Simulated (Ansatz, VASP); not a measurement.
# SiO2 (Quartz): VASP beside Ansatz

Wanted: the spread between two codes on one cell, functional and k mesh. The cell is taken from a series of VASP runs on this material, whose earlier steps may have relaxed, scaled or displaced it; both programs get it as it stands. Valence electrons are named where the data sets of a main pair hold unlike numbers.

Program: Ansatz 0.2.0. Level of theory: plane waves, with VASP 6.6.1 beside it; band structure at LDA, band structure at PBE and band structure at r2SCAN. Results are calculated unless marked as measured.

### Step 1. The structure

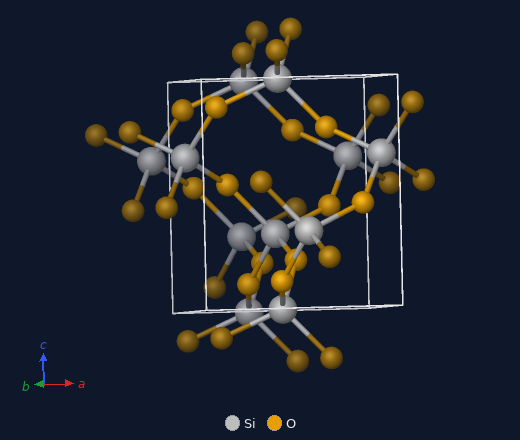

The cell as given, slightly off an axis (silicon light grey, oxygen orange). 1×2×1 cells are drawn. Some periodic images of atoms are drawn too.

### Step 2. Ansatz: band structure, LDA

Ansatz runs on its default PAW (the set named soft_2) files.

Levels along a path test the potential and the projectors away from the mesh points.

Contents of input.yaml:

```yaml
crystal:
  lattice:
    - [4.9158, 0.0, 0.0]
    - [-2.4579, 4.2572076799, 0.0]
    - [0.0, 0.0, 5.4091]
  atoms:
    - { symbol: Si, position: [0.4692648135, 0.4692648135, 0.0] }
    - { symbol: Si, position: [0.0, 0.5307351865, 0.6666666667] }
    - { symbol: Si, position: [0.5307351865, 0.0, 0.3333333333] }
    - { symbol: O, position: [0.8553402672, 0.2683029818, 0.4517397088] }
    - { symbol: O, position: [0.7316970182, 0.5870372854, 0.7850730422] }
    - { symbol: O, position: [0.4129627146, 0.1446597328, 0.1184063755] }
    - { symbol: O, position: [0.2683029818, 0.8553402672, 0.5482602912] }
    - { symbol: O, position: [0.5870372854, 0.7316970182, 0.2149269578] }
    - { symbol: O, position: [0.1446597328, 0.4129627146, 0.8815936245] }
hamiltonian:
  xc: lda
  pseudopotentials: { kind: paw }
kpoints:
  mp_grid: { grid: [6, 6, 4] }
  band_path:
    path:
      - [0.0, 0.0, 0.0]
      - [0.14286, 0.0, 0.0]
      - [0.28571, 0.0, 0.0]
      - [0.5, 0.0, 0.0]
      - [0.47619, 0.04762, 0.0]
      - [0.40476, 0.19048, 0.0]
      - [0.35714, 0.28571, 0.0]
      - [0.33333, 0.33333, 0.0]
      - [0.28571, 0.28571, 0.0]
      - [0.19048, 0.19048, 0.0]
      - [0.04762, 0.04762, 0.0]
      - [0.0, 0.0, 0.0]
      - [0.0, 0.0, 0.14286]
      - [0.0, 0.0, 0.35714]
      - [0.0, 0.0, 0.5]
      - [0.14286, 0.0, 0.5]
      - [0.28571, 0.0, 0.5]
      - [0.5, 0.0, 0.5]
      - [0.47619, 0.04762, 0.5]
      - [0.40476, 0.19048, 0.5]
      - [0.35714, 0.28571, 0.5]
      - [0.33333, 0.33333, 0.5]
      - [0.19048, 0.19048, 0.5]
      - [0.09524, 0.09524, 0.5]
      - [0.5, 0.0, 0.5]
      - [0.5, 0.0, 0.35714]
      - [0.5, 0.0, 0.14286]
      - [0.5, 0.0, 0.0]
      - [0.33333, 0.33333, 0.14286]
      - [0.33333, 0.33333, 0.28571]
      - [0.33333, 0.33333, 0.5]
    npoints: 1
scf:
  occupations: { method: gaussian, width: 0.03 }
  n_extra_bands: 10
output:
  forces: true
  stress: true
  eigenvalues: true
  write_density: true
  write_potential: true
  elf: true
  volumetric_format: npy
```

Command:

```sh
ansatz run input.yaml --threads 4 --pin off --max-ram 9216MiB --backend cpu --events-out ev --progress --plain --runs-dir out
```

Numbers of over 12 decimals in the logs are rounded to 6 here.

Output:

```text
scf.n_extra_bands = 10 over 24 filled bands (N_el = 48.0): the run solves 34 bands
Engine: ansatz 0.2.0, x86_64-unknown-linux-gnu
Pseudopotentials: kind: paw
Pseudopotential: Si, paw, valence charge 4, recommended cutoff 420 eV (normal), Si.paw.azcp
Pseudopotential: O, paw, valence charge 6, recommended cutoff 420 eV (normal), O.paw.azcp
Functional definition: SPW92
  exchange = slater_x
  correlation = pw_c
Crystal: 9 atoms, lattice volume = 113.199 Å³
Basis set: ecut = 420 eV, 2209 PW (Γ)
Bands: 34, of which v1, the nominal top of the filled ones, is band 24 counted from 1 (23 counted from 0)
Symmetry: 6 space group operations
Space group: P3121 (ITA 152), of the structure as read, at distance tolerance 4.8e-5 Å
k-points: 24 of 144 (time reversal used)
Non-local potential: Si, projectors of the file, l = 0: 2, l = 1: 2, l = 2: 2
Non-local potential: O, projectors of the file, l = 0: 2, l = 1: 2, l = 2: 1
PAW form: soft (Blöchl's): semilocal exchange-correlation on the pseudo side does not see the compensation charge
PAW frozen core: Si, regenerated for the run's functional, and the local potential with it (the file was generated under x = pbe(κ = 0.804, μ = 0.219515), c = pbe(β = 0.066725))
PAW frozen core: O, regenerated for the run's functional, and the local potential with it (the file was generated under x = pbe(κ = 0.804, μ = 0.219515), c = pbe(β = 0.066725))
PAW one-centre angular grid: Si, 110 points (default); XC on 64 Gauss nodes
PAW one-centre angular grid: O, 110 points (default); XC on 64 Gauss nodes
Initial density: superposition of atomic densities (neutral atoms: chi_scale 0, normalization atom), corrected by the library's trained network
Initial wavefunctions: pseudopotential atomic-orbital guess
Functional: x = slater, c = lda
SCF iter   1: F=—  HF=-5168.208500 eV  |F-HF|=—  |Δ(HF+E_count)|=         —  Δρ=1.39e-2  dr2=1.95e-1  ethr=1.77e-3  ⟨swp⟩=6.8  Hψ=4319  notcnv=0  defer=13
preconditioner: auto → Resta (q_TF=auto, 2.365 Å⁻¹)  ε∞=3.1  [insulator: Δε(μ)=5.571 eV  Ē_g=16.757 eV  σ=0.030 eV  W_gap=1.00  n_scr=22 (ndim 8)  ℏωp=24.2 eV  f_vac=0.112  D(μ)=0.00/eV (n_scr^D=0)  ε∞_Penn≈3.1]
SCF iter   2: F=—  HF=-5168.153231 eV  |F-HF|=—  |Δ(HF+E_count)|=   5.53e-2  Δρ=3.64e-3  dr2=5.58e-3  ethr=4.06e-4  ⟨swp⟩=2.1  Hψ=1549  notcnv=0  defer=91
SCF iter   3: F=—  HF=-5168.151838 eV  |F-HF|=—  |Δ(HF+E_count)|=   1.39e-3  Δρ=1.72e-3  dr2=2.05e-3  ethr=1.16e-5  ⟨swp⟩=2.4  Hψ=1180  notcnv=0  defer=91
SCF iter   4: F=—  HF=-5168.151291 eV  |F-HF|=—  |Δ(HF+E_count)|=   5.47e-4  Δρ=1.52e-4  dr2=3.21e-5  ethr=4.27e-6  ⟨swp⟩=2.0  Hψ=1157  notcnv=0  defer=91
SCF iter   5: F=—  HF=-5168.151305 eV  |F-HF|=—  |Δ(HF+E_count)|=   1.37e-5  Δρ=2.74e-5  dr2=6.92e-7  ethr=6.69e-8  ⟨swp⟩=3.0  Hψ=1395  notcnv=0  defer=91
SCF iter   6: F=-5168.151305 eV  HF=-5168.151305 eV  |F-HF|=3.19e-8  |Δ(HF+E_count)|=   3.30e-7  Δρ=5.18e-6  dr2=2.63e-8  ethr=2.08e-10  ⟨swp⟩=15.6  Hψ=6221  notcnv=0
SCF 1 converged in 6 iterations: F = -5168.151305 eV  dr2 = 2.63e-8
  greatest PAW one-centre occupation: 0.857 electrons in one spin orbital (limit 2), on the O atom at site 4 (counted from 0), in its partial waves of l = 0
NSCF: frozen V_eff on 31 k-points
SCF converged after 6 iterations
Free energy (F): -5168.151305 eV
Harris-Foulkes:  -5168.151305 eV  (|F-HF|=3.19e-8)
Internal energy: -5168.151305 eV  (E = F + TS)
E sigma→0 (E₀):  -5168.151305 eV
Fermi energy:    5.059453 eV
--- Per-component energies (eV) ---
  E_band       = -219.236250
  E_kinetic    = 1201.312097
  E_local      = -2950.198471  (includes V_loc(G=0)·N_el)
  E_nonlocal   = 376.481980
  E_hartree    = 1048.270883
  E_xc         = -602.382424
  E_vxc        = -704.949298  (∫ρ·V_xc dr)
  E_paw        = -2349.067325  (= ΣΔE_a)
  E_vpaw       = -238.440883  (= ΣTr[D̂ρ^β])
  E_aug_tail   = 0.015933  (compensation charges beyond the density's cutoff)
  E_ewald      = -1893.418500
  E_core_change = 0.834521  (= ΣΔE_core)
  E_smearing   = -0.000000  (= −TS)
  E_closure    = 0.000000  (closes the sum)
  Σ components = -5168.151305   (vs F -5168.151305, Δ=0.00e0)
--- Forces (eV/Å), atoms counted from 1 ---
  atom   1  Si    -0.00077557    -0.00134333     0.00000000
  atom   2  Si    -0.00077557     0.00134333     0.00000000
  atom   3  Si     0.00155115    -0.00000000     0.00000000
  atom   4  O     -0.02593187    -0.00070641     0.00235073
  atom   5  O      0.01357771    -0.02210445     0.00235073
  atom   6  O      0.01235416     0.02281087     0.00235073
  atom   7  O      0.01235416    -0.02281087    -0.00235073
  atom   8  O     -0.02593187     0.00070641    -0.00235073
  atom   9  O      0.01357771     0.02210445    -0.00235073
  max |Σ_I F_I| component: 3.82e-17 eV/Å
--- Stress (GPa, compression-positive) ---
       -1.178351       0.000000       0.000000
        0.000000      -1.178351       0.000000
        0.000000       0.000000      -1.166803
  P = ⅓ Tr σ = -1.1745 GPa (-11.745 kbar)
--- Band table (eV; the first three rows and the last of 24) ---
  k-point 0: bands = [... 20 lower, 1.1702, 1.4896, 1.8735, 1.8735, 7.9246, 11.2056, 11.2056, 11.6828, ... 6 higher]
  k-point 1: bands = [... 20 lower, 1.0909, 1.6453, 1.9706, 2.0963, 8.5248, 11.0645, 11.1203, 11.1571, ... 6 higher]
  k-point 2: bands = [... 20 lower, 0.9558, 1.9734, 1.9734, 2.1078, 9.8709, 9.8709, 10.8942, 11.6695, ... 6 higher]
  k-point 23: bands = [... 20 lower, 1.2486, 1.4218, 1.6036, 1.6036, 11.0229, 11.6581, 11.6581, 12.0090, ... 6 higher]
```

It took 2 s on 4 threads of Intel Xeon 6975P-C (Granite Rapids), shared host; peak memory 0.48 GiB.

### Step 3. VASP: band structure, LDA

The same cell, functional (in two slightly different forms), mesh and smearing now go to VASP, with its own data sets.

Lines of VASP's logs that name or quote its potential files are left out, and so is its time.

Contents of INCAR:

```
SYSTEM = SiO2
PREC = Accurate
ENCUT = 460
EDIFF = 1E-06
NELM = 100
ISMEAR = 0
SIGMA = 0.03
LREAL = .FALSE.
ALGO = Normal
GGA = CA
NBANDS = 46
LORBIT = 11
LWAVE = .FALSE.
LCHARG = .FALSE.
KPAR = 16
LASPH = .TRUE.
```

Contents of POSCAR:

```
SiO2
1.0
    4.9158000000      0.0000000000      0.0000000000
   -2.4579000000      4.2572076799      0.0000000000
    0.0000000000      0.0000000000      5.4091000000
Si O
3 6
Direct
    0.4692648135      0.4692648135      0.0000000000
    0.0000000000      0.5307351865      0.6666666667
    0.5307351865      0.0000000000      0.3333333333
    0.8553402672      0.2683029818      0.4517397088
    0.7316970182      0.5870372854      0.7850730422
    0.4129627146      0.1446597328      0.1184063755
    0.2683029818      0.8553402672      0.5482602912
    0.5870372854      0.7316970182      0.2149269578
    0.1446597328      0.4129627146      0.8815936245
```

Contents of KPOINTS:

```
Automatic mesh
0
Gamma
6 6 4
0 0 0
```

Contents of KPOINTS_OPT:

```
Line mode
8
Line-mode
Reciprocal
  0.00000000   0.00000000   0.00000000 GAMMA
  0.50000000   0.00000000   0.00000000 M

  0.50000000   0.00000000   0.00000000 M
  0.33333333   0.33333333   0.00000000 K

  0.33333333   0.33333333   0.00000000 K
  0.00000000   0.00000000   0.00000000 GAMMA

  0.00000000   0.00000000   0.00000000 GAMMA
  0.00000000   0.00000000   0.50000000 A

  0.00000000   0.00000000   0.50000000 A
  0.50000000   0.00000000   0.50000000 L

  0.50000000   0.00000000   0.50000000 L
  0.33333333   0.33333333   0.50000000 H

  0.33333333   0.33333333   0.50000000 H
  0.00000000   0.00000000   0.50000000 A

  0.50000000   0.00000000   0.50000000 L
  0.50000000   0.00000000   0.00000000 M

  0.33333333   0.33333333   0.00000000 K
  0.33333333   0.33333333   0.50000000 H
```

PAW data sets: Si and O (LDA family, release 64).

Command:

```sh
mpirun -np 16 vasp_std
```

Output:

```text
[banner, memory and clock lines left out]
running   16 mpi-ranks, on    1 nodes
 distrk:  each k-point on    1 cores,   16 groups
 distr:  one band on    1 cores,    1 groups

 POSCAR found type information on POSCAR SiO
 POSCAR found :  2 types and       9 ions
|                                                                             |
|           W    W    AA    RRRRR   N    N  II  N    N   GGGG   !!!           |
|           W    W   A  A   R    R  NN   N  II  NN   N  G    G  !!!           |
|           W    W  A    A  R    R  N N  N  II  N N  N  G       !!!           |
|           W WW W  AAAAAA  RRRRR   N  N N  II  N  N N  G  GGG   !            |
|           WW  WW  A    A  R   R   N   NN  II  N   NN  G    G                |
|           W    W  A    A  R    R  N    N  II  N    N   GGGG   !!!           |
|                                                                             |
|     For optimal performance we recommend to set                             |
|       NCORE = 2 up to number-of-cores-per-socket                            |
|     NCORE specifies how many cores store one orbital (NPAR=cpu/NCORE).      |
|     This setting can greatly improve the performance of VASP for DFT.       |
|     The default, NCORE=1 might be grossly inefficient on modern             |
|     multi-core architectures or massively parallel machines. Do your        |
|     Unfortunately you need to use the default for GW and RPA                |
|     calculations (for HF NCORE is supported but not extensively tested      |
|     yet).                                                                   |
|                                                                             |

 LDA part: xc-table for (Slater(with rela. corr.)+CA(PZ))
 , standard interpolation
 POSCAR, INCAR and KPOINTS ok, starting setup
 FFT: planning ... GRIDC
 FFT: planning ... GRID_SOFT
 FFT: planning ... GRID
 WAVECAR not read
 entering main loop
       N       E                     dE             d eps       ncg     rms          rms(c)
DAV:   1     0.196239830762E+03    0.19624E+03   -0.22624E+04  2208   0.882E+02
DAV:   2    -0.747133962859E+02   -0.27095E+03   -0.26177E+03  2668   0.232E+02
DAV:   3    -0.877195533229E+02   -0.13006E+02   -0.12916E+02  2696   0.493E+01
DAV:   4    -0.878241512692E+02   -0.10460E+00   -0.10457E+00  2530   0.496E+00
DAV:   5    -0.878251625279E+02   -0.10113E-02   -0.10112E-02  2702   0.460E-01    0.259E+01
DAV:   6    -0.781790440244E+02    0.96461E+01   -0.22385E+01  2376   0.230E+01    0.134E+01
DAV:   7    -0.780348822484E+02    0.14416E+00   -0.84376E-01  2502   0.374E+00    0.444E+00
DAV:   8    -0.779469242735E+02    0.87958E-01   -0.49654E-02  2656   0.127E+00    0.175E+00
DAV:   9    -0.779294171879E+02    0.17507E-01   -0.16934E-02  2646   0.727E-01    0.249E-01
DAV:  10    -0.779298139492E+02   -0.39676E-03   -0.71076E-04  2468   0.118E-01    0.747E-02
DAV:  11    -0.779298274818E+02   -0.13533E-04   -0.68390E-05  2600   0.454E-02    0.740E-03
DAV:  12    -0.779298273348E+02    0.14691E-06   -0.52645E-06  2622   0.989E-03
   1 F= -.77929827E+02 E0= -.77929827E+02  d E =-.561824E-23
 Start KPOINTS_OPT (optional k-point list driver)
k-point batch [1-24\72]
       N       E                     dE             ncg
DAV:   1    -0.475767067837E+03   -0.18726E+05     2208
DAV:   2    -0.651918129633E+04   -0.60434E+04     2690
DAV:   3    -0.682717570642E+04   -0.30799E+03     2752
DAV:   4    -0.682967009069E+04   -0.24944E+01     2576
DAV:   5    -0.682969572622E+04   -0.25636E-01     2700
DAV:   6    -0.682969614227E+04   -0.41605E-03     2672
DAV:   7    -0.682969615081E+04   -0.85455E-05     2428
DAV:   8    -0.682969615113E+04   -0.31429E-06     1920
[...]
k-point batch [49-72\72]
       N       E                     dE             ncg
DAV:   1    -0.422151801505E+03   -0.28675E+05     2216
DAV:   2    -0.653255276766E+04   -0.61104E+04     2672
DAV:   3    -0.682907246604E+04   -0.29652E+03     2722
DAV:   4    -0.683148512584E+04   -0.24127E+01     2604
DAV:   5    -0.683151000594E+04   -0.24880E-01     2666
DAV:   6    -0.683151041597E+04   -0.41003E-03     2730
DAV:   7    -0.683151042461E+04   -0.86342E-05     2412
DAV:   8    -0.683151042491E+04   -0.29960E-06     1986
```

OUTCAR, selected parts (step 3):

```text
ion  position               nearest neighbor table
   1  0.469  0.469  0.000-   6 1.61   9 1.61   8 1.61   5 1.61   3 3.06   3 3.06   2 3.06   2 3.06

  LATTYP: Found a hexagonal cell.
 ALAT       =     4.9158000000
 C/A-ratio  =     1.1003498922

 Subroutine GETGRP returns: Found  6 space group operations
 (whereof  2 operations were pure point group operations)

The static configuration has the point symmetry C_2 .
 The point group associated with its full space group is D_3 .

 Found     24 irreducible k-points:

   k-points           NKPTS =     24   k-points in BZ     NKDIM =     24   number of bands    NBANDS=     46

   dimension x,y,z NGX =    36 NGY =   36 NGZ =   40
   dimension x,y,z NGXF=    72 NGYF=   72 NGZF=   80

   ENCUT  =  460.0 eV  33.81 Ry    5.81 a.u.   8.60  8.60  9.46*2*pi/ulx,y,z

   NELECT =      48.0000    total number of electrons

 k-points in reciprocal lattice and weights: Automatic mesh
   0.00000000  0.00000000  0.00000000       0.007
   0.16666667  0.00000000  0.00000000       0.042
   0.33333333 -0.00000000  0.00000000       0.042
   0.50000000  0.00000000  0.00000000       0.021
   0.16666667  0.16666667  0.00000000       0.042
   0.33333333  0.16666667  0.00000000       0.083
   0.33333333  0.33333333  0.00000000       0.014
   0.00000000  0.00000000  0.25000000       0.014
   0.16666667  0.00000000  0.25000000       0.042
[...]
0.33333333  0.16666667  0.50000000       0.083
   0.33333333  0.33333333  0.50000000       0.014

 average (electrostatic) potential at core
       1 -88.1358       2 -88.1358       3 -88.1358       4 -73.5358       5 -73.5359
       6 -73.5359       7 -73.5358       8 -73.5359       9 -73.5359

 E-fermi :   1.0448

 k-point     1 :       0.0000    0.0000    0.0000
  band No.  band energies     occupation
    ...
     20      -0.1793      2.00000
     21      -0.1793      2.00000
     22       0.1391      2.00000
     23       0.5175      2.00000
     24       0.5175      2.00000
     25       6.5762      0.00000
     26       9.8314      0.00000
     27       9.8314      0.00000
     28      10.3151      0.00000
     29      10.3151      0.00000
    ...

 k-point     2 :       0.1667    0.0000    0.0000
  band No.  band energies     occupation
    ...
     20      -0.2380      2.00000
     21      -0.1770      2.00000
     22       0.0400      2.00000
     23       0.5764      2.00000
     24       0.6110      2.00000
     25       7.0018      0.00000
     26       9.8205      0.00000
     27       9.8846      0.00000
     28      10.3436      0.00000
     29      10.4545      0.00000
    ...

 k-point     3 :       0.3333   -0.0000    0.0000
  band No.  band energies     occupation
    ...
     20      -0.2776      2.00000
     21      -0.1967      2.00000
     22       0.0062      2.00000
     23       0.5957      2.00000
     24       0.7508      2.00000
     25       8.0022      0.00000
     26       9.8819      0.00000
     27       9.9786      0.00000
     28      10.4584      0.00000
     29      10.8020      0.00000
    ...

  Total       -0.7875839     -0.7875839     -0.7490442      0.0000000      0.0000000      0.0000000
  in kB      -11.1471380    -11.1471380    -10.6016622      0.0000000      0.0000000      0.0000000
  external PRESSURE =     -10.9653127 kB  Pullay stress =       0.0000000 kB

  energy-cutoff  :      460.00
  volume of cell :      113.20
      direct lattice vectors                 reciprocal lattice vectors
     4.915800000  0.000000000  0.000000000     0.203425689  0.117447876  0.000000000
    -2.457900000  4.257207680  0.000000000     0.000000000  0.234895752  0.000000000
     0.000000000  0.000000000  5.409100000     0.000000000  0.000000000  0.184873639

 POSITION                                       TOTAL-FORCE (eV/Angst)
 -----------------------------------------------------------------------------------
      1.15341      1.99776      0.00000        -0.009111     -0.015780     -0.000000
     -1.30449      2.25945      3.60607        -0.009111      0.015780     -0.000000
      2.60899      0.00000      1.80303         0.018222      0.000000     -0.000000
      3.54522      1.14222      2.44351        -0.005952      0.007196     -0.010624
      2.15400      2.49914      4.24654        -0.003256     -0.008752     -0.010624
      1.67448      0.61585      0.64047         0.009207      0.001556     -0.010624
     -0.78342      3.64136      2.96559         0.009207     -0.001556      0.010624
      1.08732      3.11499      1.16256        -0.005952     -0.007196      0.010624
     -0.30390      1.75807      4.76863        -0.003256      0.008752      0.010624
 -----------------------------------------------------------------------------------
    total drift:                                0.000013      0.000022     -0.000001

  FREE ENERGIE OF THE ION-ELECTRON SYSTEM (eV)
  ---------------------------------------------------
  free  energy   TOTEN  =       -77.9298273348 eV

  energy  without entropy=      -77.9298273348  energy(sigma->0) =      -77.92982733

 total charge
# of ion       s       p       d       tot
------------------------------------------
    1        0.654   1.025   0.000   1.679
    2        0.654   1.025   0.000   1.679
    3        0.654   1.025   0.000   1.679
    4        1.547   3.686   0.000   5.234
    5        1.547   3.686   0.000   5.234
    6        1.547   3.686   0.000   5.234
    7        1.547   3.686   0.000   5.234
    8        1.547   3.686   0.000   5.234
    9        1.547   3.686   0.000   5.234
--------------------------------------------------
tot         11.245  25.192   0.000  36.437

[... 3 further parts left out ...]
```

The run ends at a pressure of -1.10 GPa, with forces up to 0.018 eV/Å.

(Continued in part 2 of 3.)

[Lines on the potential files, build, host, timing and source positions are cut from VASP's logs without a mark.]

[Logs are printed without paths, hosts, clocks, repeated set-up lines and the standing remarks that a program may print on its own settings, such as how far it seeks lower states.]

[Hosts, paths, dates, database ids (printed as entryN), source tags and the programs' standing remarks are cut or masked in the printed files.]
